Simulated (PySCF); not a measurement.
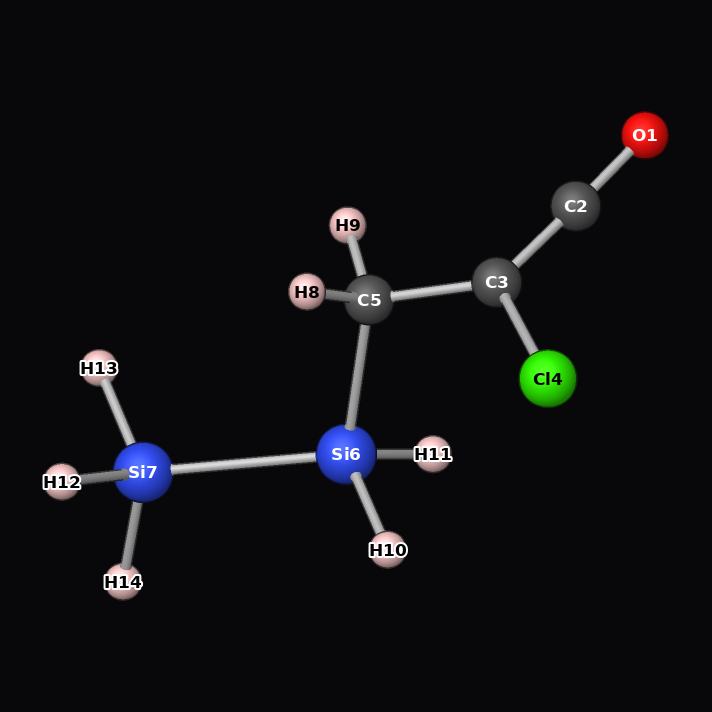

The questions are on Hirshfeld charges. Computed geometry: GFN2-xTB optimisation. No frequency run is at hand to confirm it as a minimum. Level of theory: PBE0/pcSseg-1, gas phase (PySCF 2.14.0).

Which atom carries the highest charge (most positive or least negative)?

Answer. Si6 (0.24 e).

And the lowest?

Answer. C5 (−0.16 e).

Give the Hirshfeld charges atom by atom.

```
atom  value (e)
  O1      −0.14
  C2       0.18
  C3      −0.05
 Cl4      −0.02
  C5      −0.16
 Si6       0.24
 Si7       0.22
  H8       0.04
  H9       0.05
 H10      −0.08
 H11      −0.08
 H12      −0.07
 H13      −0.07
 H14      −0.07
```

The geometry is semi-empirical. Around Si such bond lengths and angles can be off by a tenth of an ångström or more and by several degrees, and values that hang on the shape move with them.
